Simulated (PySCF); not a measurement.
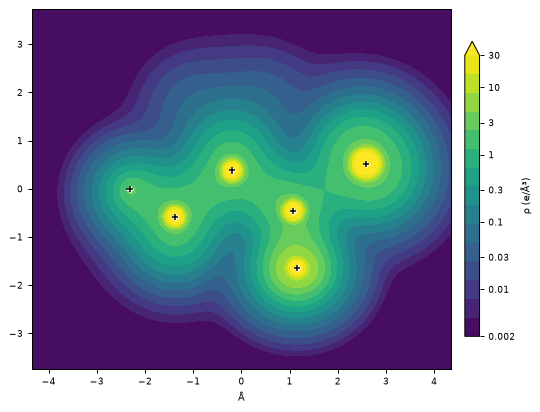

The electron density on a plane through atoms (crosses mark nuclei in the plane).

Computed with PBE0/pcSseg-1, SCF density, gas phase, non-relativistic in PySCF 2.14.0.

Candidates:
A. C$_{5}$H$_{8}$F$_{3}$OP
B. C$_{5}$H$_{9}$ClO (SMILES CC(C)(C)C(=O)Cl)

### Which system is this?

Candidate B: C$_{5}$H$_{9}$ClO on the plane of atoms C1, C2 and C5, which holds C, O, Cl and H. C–O (1.18 Å): the density is about 3.5 e/Å³ at the midpoint. C–C (1.52 Å): the density is about 1.7 e/Å³ at the midpoint.
